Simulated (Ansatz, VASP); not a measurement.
## Cross-check of PtSe2 (Sudovikovite) between VASP and Ansatz

Aim: how closely do two programs agree when they are given the same cell, functional and k mesh? The cell is taken from a series of VASP runs on this material, whose earlier steps may have relaxed, scaled or displaced it; both programs get it as it stands. Valence electrons are named where the data sets of a main pair hold unlike numbers.

Program: Ansatz 0.2.0. Level of theory: plane waves, with VASP 6.6.1 beside it; band structure at PBEsol and band structure at PBEsol, spin-orbit coupling. Results are calculated unless marked as measured.

**1. The structure**

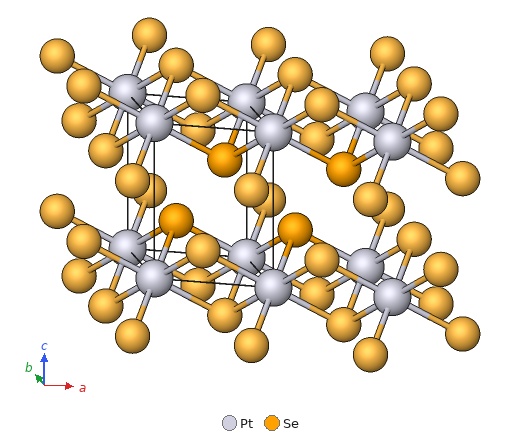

Start, viewed slightly off an axis; platinum light grey, selenium orange. 2×1×1 cells are drawn. Some periodic images of atoms are drawn too.

Coordinates:

```xyz
3
Lattice="3.7624 0.0000 0.0000 -1.8812 3.2583 0.0000 0.0000 0.0000 4.8320" Properties=species:S:1:pos:R:3 pbc="T T T"
Pt    0.0000    0.0000    0.0000
Se    0.0000    2.1722    1.2683
Se    1.8812    1.0861    3.5637
```

**2. VASP: band structure, PBEsol**

A single point gives forces, pressure and levels at one fixed geometry, so differences don't come from the geometry; what else differs is listed under the comparison.

Lines of VASP's logs that name or quote its potential files are left out, and so is its time.

The input, INCAR:

```
SYSTEM = PtSe2
PREC = Accurate
ENCUT = 400
EDIFF = 1E-06
NELM = 100
ISMEAR = 0
SIGMA = 0.05
LREAL = .FALSE.
ALGO = Normal
GGA = PS
NBANDS = 24
LASPH = .TRUE.
LORBIT = 11
LWAVE = .FALSE.
LCHARG = .FALSE.
KPAR = 2
```

The input, POSCAR:

```
PtSe2
1.0
    3.7623581480      0.0000000000      0.0000000000
   -1.8811790741      3.2582977344      0.0000000000
    0.0000000000      0.0000000000      4.8320308740
Pt Se
1 2
Direct
    0.0000000000      0.0000000000      0.0000000000
    0.3333333333      0.6666666667      0.2624743904
    0.6666666667      0.3333333333      0.7375256096
```

The input, KPOINTS:

```
Automatic mesh
0
Gamma
8 8 6
0 0 0
```

The input, KPOINTS_OPT:

```
Line mode
16
Line-mode
Reciprocal
  0.00000000   0.00000000   0.00000000 GAMMA
  0.50000000   0.00000000   0.00000000 M

  0.50000000   0.00000000   0.00000000 M
  0.33333333   0.33333333   0.00000000 K

  0.33333333   0.33333333   0.00000000 K
  0.00000000   0.00000000   0.00000000 GAMMA

  0.00000000   0.00000000   0.00000000 GAMMA
  0.00000000   0.00000000   0.50000000 A

  0.00000000   0.00000000   0.50000000 A
  0.50000000   0.00000000   0.50000000 L

  0.50000000   0.00000000   0.50000000 L
  0.33333333   0.33333333   0.50000000 H

  0.33333333   0.33333333   0.50000000 H
  0.00000000   0.00000000   0.50000000 A

  0.50000000   0.00000000   0.50000000 L
  0.50000000   0.00000000   0.00000000 M

  0.33333333   0.33333333   0.00000000 K
  0.33333333   0.33333333   0.50000000 H
```

The projector-augmented-wave data sets are Pt and Se (PBE family, release 64).

The run is started by

```sh
mpirun -np 2 vasp_std
```

Numbers of over 12 decimals in the logs are rounded to 6 here.

Log:

```text
[banner, memory and clock lines left out]
running    2 mpi-ranks, on    1 nodes
 distrk:  each k-point on    1 cores,    2 groups
 distr:  one band on    1 cores,    1 groups

 POSCAR found type information on POSCAR PtSe
 POSCAR found :  2 types and       3 ions
|                                                                             |
|               ----> ADVICE to this user running VASP <----                  |
|                                                                             |
|     You enforced a specific xc type in the INCAR file but a different       |
|     [... a line on the potential file left out ...]
|     I HOPE YOU KNOW WHAT YOU ARE DOING!                                     |
|                                                                             |

 LDA part: xc-table for (Slater+PW92), standard interpolation
 POSCAR, INCAR and KPOINTS ok, starting setup
 FFT: planning ... GRIDC
 FFT: planning ... GRID_SOFT
 FFT: planning ... GRID
 WAVECAR not read
 entering main loop
       N       E                     dE             d eps       ncg     rms          rms(c)
DAV:   1     0.857437798319E+02    0.85744E+02   -0.82431E+03  2448   0.647E+02
DAV:   2    -0.128928111515E+02   -0.98637E+02   -0.93622E+02  2960   0.158E+02
DAV:   3    -0.167079529826E+02   -0.38151E+01   -0.37948E+01  3016   0.298E+01
DAV:   4    -0.167297132358E+02   -0.21760E-01   -0.21759E-01  2752   0.254E+00
DAV:   5    -0.167299845114E+02   -0.27128E-03   -0.27127E-03  3096   0.287E-01    0.127E+01
DAV:   6    -0.161656733866E+02    0.56431E+00   -0.33159E+00  2584   0.139E+01    0.774E+00
DAV:   7    -0.159381932017E+02    0.22748E+00   -0.62748E-01  2504   0.644E+00    0.389E+00
DAV:   8    -0.159124705870E+02    0.25723E-01   -0.41068E-02  3032   0.120E+00    0.707E-01
DAV:   9    -0.159109526709E+02    0.15179E-02   -0.32391E-03  2760   0.420E-01    0.181E-01
DAV:  10    -0.159109637425E+02   -0.11072E-04   -0.63512E-04  2992   0.128E-01    0.348E-02
DAV:  11    -0.159109567602E+02    0.69824E-05   -0.40226E-05  2912   0.421E-02    0.191E-02
DAV:  12    -0.159109571449E+02   -0.38473E-06   -0.27094E-06  2904   0.871E-03
   1 F= -.15910957E+02 E0= -.15910508E+02  d E =-.897483E-03
 Start KPOINTS_OPT (optional k-point list driver)
k-point batch [1-50\144]
       N       E                     dE             ncg
DAV:   1     0.599345090790E+04   -0.15456E+05     2440
DAV:   2     0.105660187854E+04   -0.49368E+04     2968
DAV:   3     0.872038867009E+03   -0.18456E+03     3048
DAV:   4     0.870756581376E+03   -0.12823E+01     2800
DAV:   5     0.870735945681E+03   -0.20636E-01     3112
DAV:   6     0.870735495042E+03   -0.45064E-03     2840
DAV:   7     0.870735484525E+03   -0.10518E-04     3096
DAV:   8     0.870735484248E+03   -0.27684E-06     2032
[...]
k-point batch [101-144\144]
       N       E                     dE             ncg
DAV:   1     0.925104958149E+04   -0.21951E+05     2184
DAV:   2     0.499615791329E+04   -0.42549E+04     2672
DAV:   3     0.484733291369E+04   -0.14882E+03     2648
DAV:   4     0.484634403973E+04   -0.98887E+00     2512
DAV:   5     0.484632801278E+04   -0.16027E-01     2752
DAV:   6     0.484632765807E+04   -0.35471E-03     2584
DAV:   7     0.484632764975E+04   -0.83196E-05     2696
DAV:   8     0.484632764953E+04   -0.22074E-06     1872
```

OUTCAR, selected parts (step 2):

```text
ion  position               nearest neighbor table
   1  0.000  0.000  0.000-   2 2.52   3 2.52   3 2.52   2 2.52   3 2.52   2 2.52
   2  0.333  0.667  0.262-   1 2.52   1 2.52   1 2.52
   3  0.667  0.333  0.738-   1 2.52   1 2.52   1 2.52

  LATTYP: Found a hexagonal cell.
 ALAT       =     3.7623581480
 C/A-ratio  =     1.2843091178

 Subroutine GETGRP returns: Found 12 space group operations
 (whereof 12 operations were pure point group operations)

The static configuration has the point symmetry D_3d.

 Found     50 irreducible k-points:

   k-points           NKPTS =     50   k-points in BZ     NKDIM =     50   number of bands    NBANDS=     24

   dimension x,y,z NGX =    28 NGY =   28 NGZ =   32
   dimension x,y,z NGXF=    56 NGYF=   56 NGZF=   64

   ENCUT  =  400.0 eV  29.40 Ry    5.42 a.u.   6.14  6.14  7.88*2*pi/ulx,y,z

   NELECT =      22.0000    total number of electrons

 k-points in reciprocal lattice and weights: Automatic mesh
   0.00000000  0.00000000  0.00000000       0.003
   0.12500000  0.00000000  0.00000000       0.016
   0.25000000  0.00000000  0.00000000       0.016
   0.37500000  0.00000000  0.00000000       0.016
   0.50000000  0.00000000  0.00000000       0.008
   0.12500000  0.12500000  0.00000000       0.016
   0.25000000  0.12500000  0.00000000       0.031
   0.37500000  0.12500000  0.00000000       0.031
   0.25000000  0.25000000  0.00000000       0.016
[...]
0.25000000  0.25000000  0.50000000       0.016
   0.37500000  0.25000000  0.50000000       0.016

 average (electrostatic) potential at core
       1 -68.1832       2 -52.4674       3 -52.4674

 E-fermi :   6.6300

 k-point     1 :       0.0000    0.0000    0.0000
  band No.  band energies     occupation
    ...
      6       2.7739      2.00000
      7       2.7739      2.00000
      8       4.1518      2.00000
      9       5.6029      2.00000
     10       5.6029      2.00000
     11       7.4032      0.00000
     12       7.7738      0.00000
     13       7.7738      0.00000
     14       9.8547      0.00000
     15      10.6876      0.00000
    ...

 k-point     2 :       0.1250    0.0000    0.0000
  band No.  band energies     occupation
    ...
      7       2.6584      2.00000
      8       3.7709      2.00000
      9       5.0330      2.00000
     10       5.3475      2.00000
     11       6.4465      2.00000
     12       7.9702      0.00000
     13       8.1704      0.00000
     14      10.8586      0.00000
     15      11.6144      0.00000
     16      13.3392      0.00000
    ...

 k-point     3 :       0.2500    0.0000    0.0000
  band No.  band energies     occupation
    ...
      7       2.4731      2.00000
      8       3.2007      2.00000
      9       4.5045      2.00000
     10       4.6857      2.00000
     11       5.2762      2.00000
     12       8.1321      0.00000
     13       8.4634      0.00000
     14      11.4416      0.00000
     15      12.7547      0.00000
     16      14.2023      0.00000
    ...

  Total        0.0015437      0.0015437     -0.0008106     -0.0000000      0.0000000     -0.0000000
  in kB        0.0417547      0.0417547     -0.0219259     -0.0000000      0.0000000     -0.0000000
  external PRESSURE =       0.0205279 kB  Pullay stress =       0.0000000 kB

  energy-cutoff  :      400.00
  volume of cell :       59.24
      direct lattice vectors                 reciprocal lattice vectors
     3.762358148  0.000000000  0.000000000     0.265790752  0.153454362  0.000000000
    -1.881179074  3.258297734  0.000000000     0.000000000  0.306908724  0.000000000
     0.000000000  0.000000000  4.832030874     0.000000000  0.000000000  0.206952320

 POSITION                                       TOTAL-FORCE (eV/Angst)
 -----------------------------------------------------------------------------------
      0.00000      0.00000      0.00000        -0.000000      0.000000      0.000000
     -0.00000      2.17220      1.26828         0.000000     -0.000000     -0.000554
      1.88118      1.08610      3.56375        -0.000000      0.000000      0.000554
 -----------------------------------------------------------------------------------
    total drift:                               -0.000000      0.000000      0.000000

  FREE ENERGIE OF THE ION-ELECTRON SYSTEM (eV)
  ---------------------------------------------------
  free  energy   TOTEN  =       -15.9109571449 eV

  energy  without entropy=      -15.9100596623  energy(sigma->0) =      -15.91050840

 total charge
# of ion       s       p       d       tot
------------------------------------------
    1        0.674   0.686   8.035   9.395
    2        1.489   2.208   0.072   3.768
    3        1.489   2.208   0.072   3.768
--------------------------------------------------
tot          3.652   5.101   8.179  16.932

[... 3 further parts left out ...]
```

The k-mesh is coarse for a metal. Spin-orbit coupling is off here; with elements this heavy it splits and shifts levels by tenths of an eV or more. The PAW data sets were made with PBE, which is usual practice but a small mismatch for other functionals.

**3. Ansatz: band structure, PBEsol**

Ansatz runs on its default PAW (the set named soft_2) files.

The same cell, functional, mesh and smearing now go to Ansatz, which takes its cutoff from its data sets.

The input, input.yaml:

```yaml
crystal:
  lattice:
    - [3.762358148, 0.0, 0.0]
    - [-1.8811790741, 3.2582977344, 0.0]
    - [0.0, 0.0, 4.832030874]
  atoms:
    - { symbol: Pt, position: [0.0, 0.0, 0.0] }
    - { symbol: Se, position: [0.3333333333, 0.6666666667, 0.2624743904] }
    - { symbol: Se, position: [0.6666666667, 0.3333333333, 0.7375256096] }
hamiltonian:
  xc: pbesol
  pseudopotentials: { kind: paw }
kpoints:
  mp_grid: { grid: [8, 8, 6] }
  band_path:
    path:
      - [0.0, 0.0, 0.0]
      - [0.13333, 0.0, 0.0]
      - [0.3, 0.0, 0.0]
      - [0.46667, 0.0, 0.0]
      - [0.46667, 0.06667, 0.0]
      - [0.41111, 0.17778, 0.0]
      - [0.35556, 0.28889, 0.0]
      - [0.28889, 0.28889, 0.0]
      - [0.17778, 0.17778, 0.0]
      - [0.06667, 0.06667, 0.0]
      - [0.0, 0.0, 0.03333]
      - [0.0, 0.0, 0.2]
      - [0.0, 0.0, 0.36667]
      - [0.0, 0.0, 0.5]
      - [0.16667, 0.0, 0.5]
      - [0.3, 0.0, 0.5]
      - [0.46667, 0.0, 0.5]
      - [0.46667, 0.06667, 0.5]
      - [0.41111, 0.17778, 0.5]
      - [0.35556, 0.28889, 0.5]
      - [0.28889, 0.28889, 0.5]
      - [0.17778, 0.17778, 0.5]
      - [0.06667, 0.06667, 0.5]
      - [0.5, 0.0, 0.46667]
      - [0.5, 0.0, 0.3]
      - [0.5, 0.0, 0.13333]
      - [0.33333, 0.33333, 0.0]
      - [0.33333, 0.33333, 0.16667]
      - [0.33333, 0.33333, 0.33333]
      - [0.33333, 0.33333, 0.5]
    npoints: 1
scf:
  occupations: { method: gaussian, width: 0.05 }
  n_extra_bands: 7
output:
  forces: true
  stress: true
  eigenvalues: true
```

The run is started by

```sh
ansatz run input.yaml --threads 2 --pin off --max-ram 4608MiB --backend cpu --events-out ev --progress --plain --runs-dir out
```

Log:

```text
scf.n_extra_bands = 7 over 25 filled bands (N_el = 50.0): the run solves 32 bands
Engine: ansatz 0.2.0, aarch64-unknown-linux-gnu
Pseudopotentials: kind: paw
Pseudopotential: Pt, paw, valence charge 18, recommended cutoff 420 eV (normal), Pt.paw.azcp
Pseudopotential: Se, paw, valence charge 16, recommended cutoff 420 eV (normal), Se.paw.azcp
Functional definition: PBEsol
  exchange = pbesol_x
  correlation = pbesol_c
Crystal: 3 atoms, lattice volume = 59.235 Å³
Basis set: ecut = 420 eV, 1169 PW (Γ), exchange–correlation on 54×54×72 points (8 copies of the dense FFT grid, shifted against one another)
Bands: 32, of which v1, the nominal top of the filled ones, is band 25 counted from 1 (24 counted from 0)
Symmetry: 12 space group operations
Space group: P-3m1 (ITA 164), of the structure as read, at distance tolerance 3.9e-5 Å
k-points: 50 of 384
Non-local potential: Pt, projectors of the file, l = 0: 3, l = 1: 2, l = 2: 2, l = 3: 1
Non-local potential: Se, projectors of the file, l = 0: 2, l = 1: 2, l = 2: 3, l = 3: 1
PAW form: soft (Blöchl's): semilocal exchange-correlation on the pseudo side does not see the compensation charge
PAW frozen core: Pt, regenerated for the run's functional, and the local potential with it (the file was generated under x = pbe(κ = 0.804, μ = 0.219515), c = pbe(β = 0.066725))
PAW frozen core: Se, regenerated for the run's functional, and the local potential with it (the file was generated under x = pbe(κ = 0.804, μ = 0.219515), c = pbe(β = 0.066725))
PAW one-centre angular grid: Pt, 590 points (default); XC on 64 Gauss nodes
PAW one-centre angular grid: Se, 590 points (default); XC on 64 Gauss nodes
Initial density: superposition of atomic densities (neutral atoms: chi_scale 0, normalization atom), corrected by the library's trained network
Initial wavefunctions: pseudopotential atomic-orbital guess
Functional: x = pbesol(κ = 0.804, μ = 0.123457), c = pbesol(β = 0.046)
SCF iter   1: F=—  HF=-23233.475914 eV  |F-HF|=—  |Δ(HF+E_count)|=         —  Δρ=3.69e-3  dr2=8.51e-3  ethr=1.77e-3  ⟨swp⟩=5.8  Hψ=6379  notcnv=0  defer=1
preconditioner: auto → LDOS  [insulator: Δε(μ)=0.142 eV  Ē_g=11.455 eV  σ=0.050 eV  W_gap=0.56  n_scr=22 (ndim 8)  ℏωp=22.6 eV  f_vac=0.023  D(μ)=0.76/eV (n_scr^D=2)  ε∞_Penn≈4.9  β→1.0]
SCF iter   2: F=—  HF=-23233.476989 eV  |F-HF|=—  |Δ(HF+E_count)|=   1.08e-3  Δρ=2.51e-3  dr2=4.21e-3  ethr=1.70e-5  ⟨swp⟩=2.0  Hψ=3443  notcnv=0  defer=107
SCF iter   3: F=—  HF=-23233.475189 eV  |F-HF|=—  |Δ(HF+E_count)|=   1.80e-3  Δρ=3.48e-4  dr2=8.55e-5  ethr=8.42e-6  ⟨swp⟩=2.0  Hψ=2888  notcnv=0  defer=107
SCF iter   4: F=—  HF=-23233.475174 eV  |F-HF|=—  |Δ(HF+E_count)|=   1.48e-5  Δρ=1.00e-4  dr2=1.19e-5  ethr=1.71e-7  ⟨swp⟩=3.0  Hψ=2619  notcnv=0  defer=107
SCF iter   5: F=—  HF=-23233.475173 eV  |F-HF|=—  |Δ(HF+E_count)|=   1.21e-6  Δρ=1.99e-5  dr2=1.30e-7  ethr=2.39e-8  ⟨swp⟩=2.0  Hψ=1941  notcnv=0  defer=107
SCF iter   6: F=-23233.475173 eV  HF=-23233.475173 eV  |F-HF|=5.45e-9  |Δ(HF+E_count)|=   1.49e-7  Δρ=4.91e-6  dr2=1.51e-8  ethr=2.00e-10  ⟨swp⟩=7.5  Hψ=7143  notcnv=0
SCF 1 converged in 6 iterations: F = -23233.475173 eV  dr2 = 1.51e-8
  greatest PAW one-centre occupation: 1.000 electrons in one spin orbital (limit 2), on the Pt atom at site 0 (counted from 0), in its partial waves of l = 0
NSCF: frozen V_eff on 30 k-points
SCF converged after 6 iterations
Free energy (F): -23233.475173 eV
Harris-Foulkes:  -23233.475173 eV  (|F-HF|=5.45e-9)
Internal energy: -23233.474244 eV  (E = F + TS)
E sigma→0 (E₀):  -23233.474709 eV
Entropy (-TS):   -0.000928 eV (-0.309 meV/atom)
Fermi energy:    13.584912 eV
--- Per-component energies (eV) ---
  E_band       = -942.759540
  E_kinetic    = 874.621368
  E_local      = -6505.223662  (includes V_loc(G=0)·N_el)
  E_nonlocal   = -980.440855
  E_hartree    = 3013.229174
  E_xc         = -467.352944
  E_vxc        = -499.127285  (∫ρ·V_xc dr)
  E_paw        = -13053.815946  (= ΣΔE_a)
  E_vpaw       = 140.952290  (= ΣTr[D̂ρ^β])
  E_aug_tail   = -0.001031  (compensation charges beyond the density's cutoff)
  E_ewald      = -6116.794230
  E_core_change = 2.303882  (= ΣΔE_core)
  E_smearing   = -0.000928  (= −TS)
  E_closure    = 0.000000  (closes the sum)
  Σ components = -23233.475173   (vs F -23233.475173, Δ=0.00e0)
--- Forces (eV/Å), atoms counted from 1 ---
  atom   1  Pt    -0.00000000     0.00000000     0.00000000
  atom   2  Se    -0.00000000     0.00000000    -0.01700690
  atom   3  Se    -0.00000000    -0.00000000     0.01700690
  max |Σ_I F_I| component: 3.47e-18 eV/Å
--- Stress (GPa, compression-positive) ---
       -0.052579      -0.000000      -0.000000
       -0.000000      -0.052579       0.000000
       -0.000000      -0.000000      -0.009763
  P = ⅓ Tr σ = -0.0383 GPa (-0.383 kbar)
--- Band table (eV; the first three rows and the last of 50) ---
  k-point 0: bands = [... 21 lower, 11.1029, 12.5520, 12.5520, 14.3483, 14.7268, 14.7268, 16.8108, 17.6416, ... 3 higher]
  k-point 1: bands = [... 21 lower, 11.0814, 12.3541, 12.3541, 13.5861, 15.0332, 15.0332, 17.1100, 18.3645, ... 3 higher]
  k-point 2: bands = [... 21 lower, 10.9365, 12.0289, 12.0289, 12.3775, 15.6256, 15.6256, 17.8908, 19.4914, ... 3 higher]
  k-point 49: bands = [... 21 lower, 9.7101, 10.1048, 11.0702, 11.1681, 15.6629, 15.8933, 19.7147, 20.2341, ... 3 higher]
```

Wall time 6.6 s (2 threads of Arm Neoverse N1, shared host); peak memory 0.35 GiB.

**4. Side by side**

Known differences besides the potentials themselves: the data sets hold 50 valence electrons in Ansatz (on its default PAW (the set named soft_2) files) and 22 in VASP; the cutoff is 420 eV in Ansatz and 400 eV in VASP; Ansatz makes its cores anew for this functional, VASP keeps those of its PBE data sets. Total energies have different zeros and are not compared.

Both answers:

```tsv
quantity	Ansatz	VASP	difference
pressure (GPa)	-0.04	0.00	-0.04
```

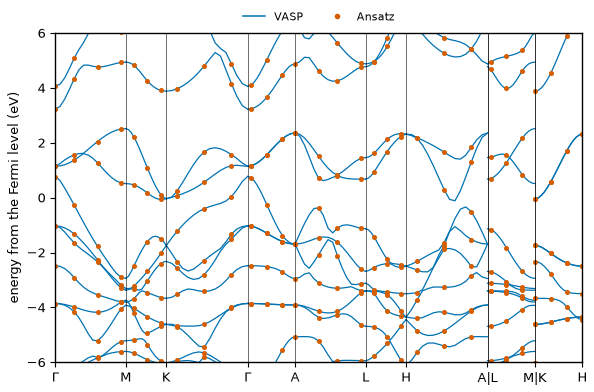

Bands from VASP (lines) and levels from Ansatz (dots). Dots without a line are higher empty bands that the VASP plot leaves out.

At this near-relaxed geometry the largest component of a force difference is 16 meV/Å. Levels from 3 eV below to 2 eV above the Fermi level differ by 4 meV r.m.s. and 10 meV at most; each VASP level is matched to the nearest of Ansatz, which flatters the figure a little. Ansatz's pressure holds a Pulay correction of 0.03 GPa; VASP's holds none.

**5. Ansatz: band structure, PBEsol, spin-orbit coupling**

A single point gives forces, pressure and levels at one fixed geometry, so differences don't come from the geometry; what else differs is listed under the comparison.

The cell is taken from a series of VASP runs on this material, whose earlier steps may have relaxed, scaled or displaced it; both programs get it as it stands.

Edit input.yaml of step 3 so:

```diff
@@ -11,5 +11,8 @@
   xc: pbesol
-  pseudopotentials: { kind: paw }
+  pseudopotentials: { kind: paw_fr }
+magnetization:
+  noncollinear: true
+  spin_orbit: true
 kpoints:
-  mp_grid: { grid: [8, 8, 6] }
+  mp_grid: { grid: [7, 7, 5] }
   band_path:
@@ -49,3 +52,3 @@
   occupations: { method: gaussian, width: 0.05 }
-  n_extra_bands: 7
+  n_extra_bands: 14
 output:
```

Log:

```text
[...]
non-collinear run that drives no moment, with spin-orbit: no starting moment large enough to seed its density (crystal.atoms[].spin), no starting occupations that ask for one, no magnetisation constraint and no magnetic field, so the semilocal B_xc is pinned to zero
Crystal: 3 atoms, lattice volume = 59.235 Å³
[...]
k-point 1: bands = [... 46 lower, 12.5127, 12.5127, 13.3847, 13.3847, 15.1425, 15.1425, 15.2070, 15.2070, ... 10 higher]
  k-point 2: bands = [... 46 lower, 12.1218, 12.1218, 12.1575, 12.1575, 15.8196, 15.8196, 15.8656, 15.8656, ... 10 higher]
  k-point 31: bands = [... 46 lower, 11.0591, 11.0591, 11.4858, 11.4858, 15.2794, 15.2794, 15.8368, 15.8368, ... 10 higher]
[key lines of the parts left out:]
SCF converged after 8 iterations
Magnetization: |M| = 0.0000 μB,  M = (+0.0000, +0.0000, +0.0000) μB
Free energy (F): -23267.719592 eV
Fermi energy:    13.694407 eV
P = ⅓ Tr σ = 0.1324 GPa (1.324 kbar)
```

Wall time 39 s (2 threads); peak memory 0.58 GiB.

(Continued in part 2 of 2.)

[Lines on the potential files, build, host, timing and source positions are cut from VASP's logs without a mark.]

[Logs are printed without paths, hosts, clocks, repeated set-up lines and the standing remarks that a program may print on its own settings, such as how far it seeks lower states.]

[Hosts, paths, dates, database ids (printed as entryN), source tags and the programs' standing remarks are cut or masked in the printed files.]
